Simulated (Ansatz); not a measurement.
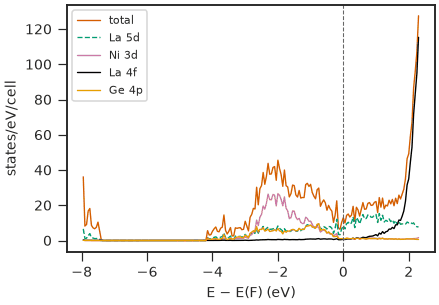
Fig. 1. Total and projected density of states of La11Ni4Ge6 in space group C2/m (No. 12; Pearson symbol mS42), plane-wave PAW r²SCAN (Ansatz code)

Question: Which orbitals carry the states next to the Fermi level?

Answer: Within 0.5 eV of the Fermi level: La 5d 58 %, Ni 3d 14 %, Ge 4p 13 %, La 4f 6 %. Projections are on Löwdin-orthogonalised atomic valence shells; empty p or d shells of many metals are not among them.

Question: Where is the tallest occupied peak in this window, and what makes it?

Answer: Near -2.0 eV, about 46 states/eV per cell; the largest projected share is Ni 3d.

The workflow started from a Materials Project entry (that database holds measured and hypothetical structures alike); the Crystallography Open Database files this formula in space group No. 12, but the cells were not matched. Whether it is the stable phase at ambient conditions was not checked. The r²SCAN relaxation kept the symmetry of its start; whether a distortion lowers the energy is not shown. No spin polarisation was allowed. Spin–orbit coupling is left out wherever it is not named.

Potentials: the later of the program's two PAW sets.
